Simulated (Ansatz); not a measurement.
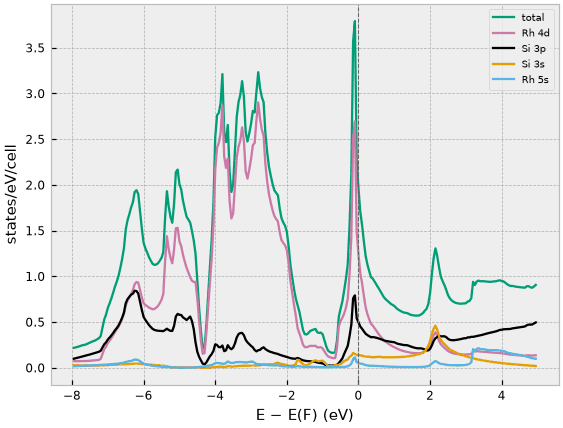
Figure: Total and projected density of states of SiRh (CsCl type, Pm-3m), PBEsol (plane waves, PAW; program Ansatz)

Which orbitals carry the states next to the Fermi level?

Within 0.5 eV of the Fermi level: Rh 4d 63 %, Si 3p 25 %, Si 3s 8 %. Projections are on Löwdin-orthogonalised atomic valence shells; empty p or d shells of many metals are not among them.

The first step of the workflow began from a Materials Project structure, measured or hypothetical; the Crystallography Open Database copy checked does not list it. COD files the formula under space group No. 14, so this cell is another polymorph or a model. Whether it is the stable phase at ambient conditions was not checked. The PBEsol relaxation kept the symmetry of its start. At this level the phase is mechanically unstable. No spin polarisation was allowed. Spin–orbit coupling is left out wherever it is not named.

Potentials: the later of the program's two PAW sets.
